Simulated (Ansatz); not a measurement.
Input file:

```
crystal:
  periodic: [false, false, false]
  atoms:
    - {symbol: O, position_ang: [1.411997, 0.533721, -0.262911]}
    - {symbol: Si, position_ang: [-0.006945, -0.044716, 0.020559]}
    - {symbol: O, position_ang: [-1.192366, 0.880830, -0.387454]}
    - {symbol: H, position_ang: [-0.212686, -1.369837, 0.629805]}
basis:
  gaussian: {orbitals: def2-TZVPP}
magnetization: {spin_polarized: true, initial_magnetization: 1}
hamiltonian: {xc: pbe0, dispersion: d4}
output: {orbitals: {seedname: orbitals}}
```

Command:

```sh
ansatz run in.yaml --threads 2 --pin off --events-out ev --progress --plain --max-ram 4352MiB
```

Geometry: PBE0-D4/def2-TZVP.

Method: UKS PBE0-D4/def2-TZVPP (Ansatz).

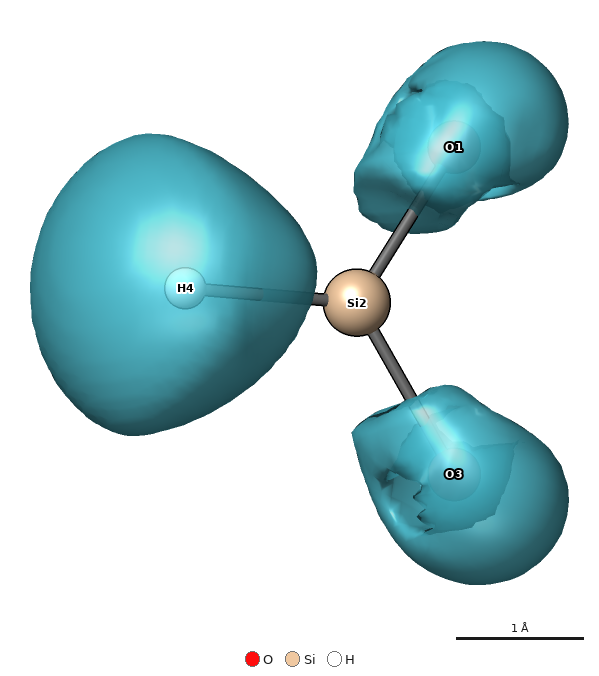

HO₂Si (doublet). Isosurface of the ELF at 0.8 (cyan), seen at a tilt. Only the valence region is drawn (cores and ρ < 0.01 e/Å³ removed).

Identify the bonds, lone pairs and shells in this picture.

Answer. The surface consists of one region around a hydrogen nucleus and two regions wrapped around O (its lone pairs, merged into a ring or cap).

Values along the shortest contacts:
Si–O (1.56 Å): the ELF peaks at about 0.85 between the atoms: a short, strongly polar bond. Si–H (1.47 Å): the ELF climbs to about 1 towards the hydrogen, as it does in any bond to H.
